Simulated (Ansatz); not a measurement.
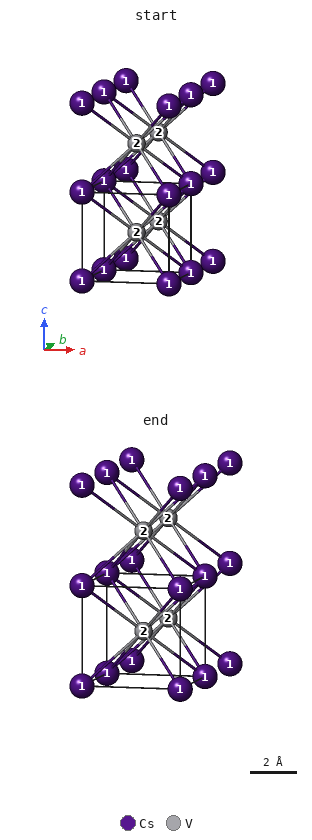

The structure of solid CsV (built on the caesium chloride_221 type) (coarse preliminary run) before (top) and after (bottom) a relaxation, at one scale.

A ball-and-stick model of the cell of the calculation, repeated 1 × 2 × 2 with one cell outlined, seen slightly off an axis.

Case: caesium chloride type (Pm-3m, No. 221).

The calculation used Ansatz 0.2.0, DFT PBE, scalar-relativistic, plane waves, PAW. Settings: plane-wave cutoff 420 eV; k-point mesh 4 × 4 × 4; occupations gaussian; smearing width 0.1 eV; collinear spin; cell and atoms relaxed; force threshold 0.04 eV/Å; at most 70 steps.

Describe what moved and what it gained.

Answer. Over 4 accepted moves (6 points after the start) the energy falls by 204 meV per atom. All forces vanish by symmetry, so only the cell relaxes. The pressure goes from 6.26 to 0.21 GPa. The SCF was repeated twice at an unchanged geometry on a basis and grid sized afresh for the cell, which shifted the energy by 10.4 meV per atom at most. The atoms keep their places relative to the cell (all moves are under 0.005 Å). Cell: a = b = c 3.913 → 4.418 Å (+12.9 %). Volume +43.9 %. Among the contacts that change: Cs1–V2 3.389 → 3.826 Å. The space group stays Pm-3m (No. 221). Cost: 13 s on 1 thread of Arm Neoverse V2, on a shared host, peak memory 0.33 GiB.

Limits of the set-up: the k-point mesh is coarse for a cell with partly filled bands.
